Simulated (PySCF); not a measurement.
# C6H7B2F: electronic excitations

Aim: predict the electronic excitations of C6H7B2F (`C=CB1C=CBC(F)=C1`).

The runs use PySCF 2.14.0, with density-fitted response routines of our own; the level of theory stands in each step. All values are computed, except where a source is named. Atoms count from 0, in the outputs and in this text.

## 1. The starting structure

16 atoms, charge 0, multiplicity 1; geometry from: GFN2-xTB.

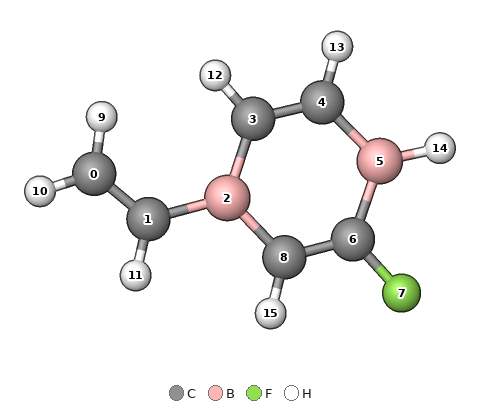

The starting geometry (carbon grey, boron pink, fluorine green, hydrogen white), atoms numbered.

## 2. TDDFT and polarisability: CAM-B3LYP/def2-SVPD

The job: settings as JSON, then the geometry in Å.

```
{"job": {"kind": "uv", "xc": "CAM-B3LYP", "basis": "def2-SVPD", "nstates": 8, "ntriplets": 3}, "charge": 0, "multiplicity": 1}
C      2.954929    -0.025045     0.280610
C      1.860933    -0.788876     0.325609
B      0.408255    -0.300640     0.097234
C      0.046677     1.186611    -0.226461
C     -1.227855     1.574106    -0.425169
B     -2.404128     0.568740    -0.339630
C     -2.021503    -0.904627    -0.014483
F     -3.022899    -1.828594     0.072832
C     -0.760938    -1.319010     0.188396
H      2.902204     1.031018     0.071344
H      3.947384    -0.415376     0.449508
H      2.014996    -1.841771     0.543521
H      0.828153     1.937251    -0.296981
H     -1.423139     2.619460    -0.647747
H     -3.518190     0.882563    -0.502639
H     -0.592477    -2.366864     0.412644
```

Level: TDDFT CAM-B3LYP/def2-SVPD, vertical, gas phase, core orbitals frozen in the response.

Started as:

```sh
$ OMP_NUM_THREADS=1 python probes_run.py task.json out
```

One launch serves the whole session: the jobs run in the order shown.

What will the session give for the following? lowest singlet (CAM-B3LYP/def2-SVPD); brightest single state of those computed; lowest triplet. Wanted: lowest singlet; brightest single state of those computed; lowest triplet.

**Answer**, as computed:

```
                                quantity                        value
    lowest singlet (CAM-B3LYP/def2-SVPD)  2.96 eV (418 nm), f = 0.003
brightest single state of those computed  state 4, 4.59 eV, f = 0.432
                          lowest triplet                      2.03 eV
```

In words: The lowest singlet, at 2.96 eV, is HOMO→LUMO 0.98 and is weak; of the 8 states computed, the strongest absorption comes from state 4 at 4.59 eV. The lowest triplet lies 0.93 eV below the lowest singlet (triplets in Tamm-Dancoff, singlets in full TDDFT).
